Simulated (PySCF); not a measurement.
```xyz
11

O     1.7566   -1.5711    0.3407
C     2.0388   -0.5292   -0.1820
O     1.1813    0.4053   -0.6163
C    -0.1458    0.1885   -0.6070
C    -1.2456    1.0011   -0.0828
C    -1.0577   -0.4597    0.3329
H     3.0609   -0.1772   -0.3873
H    -2.0784    1.2279   -0.7327
H    -1.0282    1.7924    0.6253
H    -1.7698   -1.1781   -0.0465
H    -0.7068   -0.6972    1.3297
```

Geometry: GFN2-xTB.

These are results of UKS B3LYP, pcH-1 on C H O, non-relativistic, mean-field spin-orbit, GIAO (PySCF), not measurements.

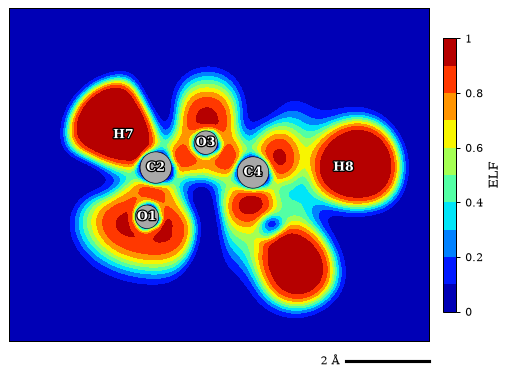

C4H5O2 (SMILES O=CO[C]1CC1) (doublet). Electron localisation function on the plane of atoms O1, C2 and O3. Grey discs cover the atomic cores.

**What does the map show?**

Atoms in the plane: O, C and H.
C–O (1.20 Å): the ELF peaks at about 0.85 between the atoms: a short, multiple covalent bond.
C–H (1.10 Å): the ELF climbs to about 1 towards the hydrogen, as it does in any bond to H; a covalent bond by its length.
C–O (1.34 Å): the ELF peaks at about 0.90 between the atoms: a shared but strongly polarised pair.
The ELF also peaks beside O1 and O3, away from the bonds: non-bonding electrons, paired or unpaired.
